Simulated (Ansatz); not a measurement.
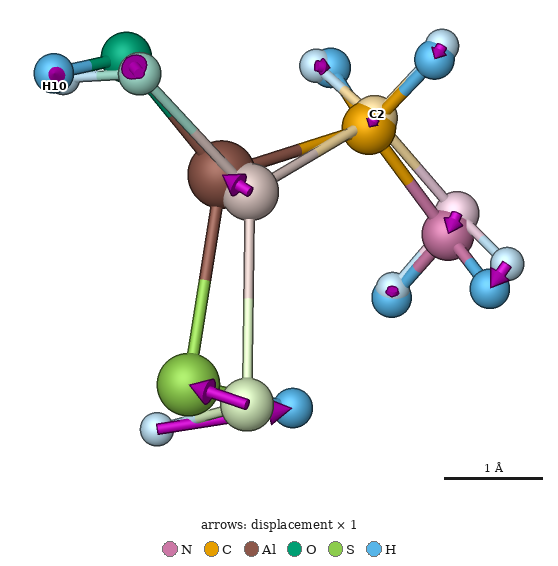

A relaxation of CH6AlNOS (coarse preliminary run). The starting structure is drawn faded, the final one solid; purple arrows show the displacements, at their true length. The two geometries are superimposed by the best rigid fit.

Style: ball-and-stick. Shown at a tilt.

The start comes from a force field.

Computed with RKS PBE-D4/def2-SVP (Ansatz 0.2.0).

The input:
```yaml
crystal:
  periodic: [false, false, false]
  atoms:
    - {symbol: N, position_ang: [-0.637400, -1.365100, 1.280100]}
    - {symbol: C, position_ang: [0.488600, -1.047400, 0.452400]}
    - {symbol: Al, position_ang: [0.404800, 0.793700, -0.372100]}
    - {symbol: O, position_ang: [1.883200, 1.369900, -1.439400]}
    - {symbol: S, position_ang: [-1.326300, 2.148300, 0.024100]}
    - {symbol: H, position_ang: [-1.537400, -1.205400, 0.667400]}
    - {symbol: H, position_ang: [-0.717900, -0.597800, 2.028500]}
    - {symbol: H, position_ang: [0.596900, -1.774500, -0.372100]}
    - {symbol: H, position_ang: [1.408100, -1.111100, 1.123400]}
    - {symbol: H, position_ang: [1.541500, 1.080000, -2.322700]}
    - {symbol: H, position_ang: [-2.038800, 1.652300, -1.049000]}
basis:
  gaussian: {orbitals: def2-SVP}
hamiltonian: {xc: pbe, dispersion: d4}
relax: {f_tol: 0.03, max_steps: 200}
```

Command:
```bash
ansatz run in.yaml --threads 4 --pin off --events-out ev --progress --plain --max-ram 10444MiB
```

Which element moves most?

Hydrogen: up to 1.42 Å, against 0.69 Å for sulfur.

What happened in the run?

The largest move after the best rigid fit is that of H11, 1.42 Å. Largest moves by element: H 1.42 Å, S 0.69 Å, O 0.42 Å, Al 0.37 Å, N 0.24 Å, C 0.12 Å. Near-neighbour distances that change, for instance: Al3–O4 1.912 → 1.719 Å, N1–H6 1.100 → 1.028 Å, N1–H7 1.075 → 1.028 Å, N1–C2 1.433 → 1.475 Å. Bond angles that change, for instance: Al3–O4–H10 98.2° → 125.7°, H8–C2–H9 108.9° → 103.5°, Al3–S5–H11 92.5° → 87.9°. Groups turn about Al3–O4 by about 90°, Al3–S5 by about 90°. The energy falls by 96.5 kJ/mol in 15 geometry steps. Largest force component: 3 eV/Å at the start, 0.025 eV/Å at the end.
